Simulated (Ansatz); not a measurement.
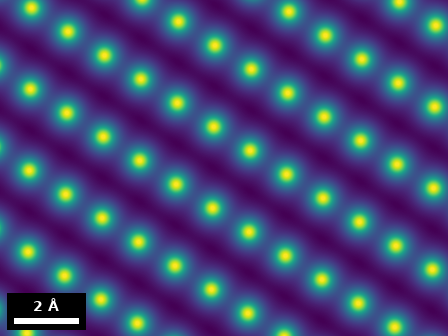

Map of the projected electrostatic potential of Ru. Computed as the sum of neutral-atom potentials (tabulated electron scattering factors, B = 0.8 Å²) projected along the beam and smoothed by 0.25 Å; brighter is more positive. The display is stretched by a gamma of 0.7; percentages refer to the linear signal.

**Measure the repeat of the pattern.**

The pattern repeats on a rectangular net of 1.4 × 2.1 Å.

**Which plane group does this projection have?**

p2mm: mirror lines in two perpendicular directions, with twofold points where they cross.

**How many columns does the smallest repeating cell hold, and how many levels of brightness?**

1 column in the primitive cell of 2.9 Å², all of one brightness.

The crystal is Ru (P6_3/mmc, No. 194) seen along [210]. Atomic positions: coordinates from a relaxation with DFT PBE, scalar-relativistic, plane waves, PAW (Ansatz).
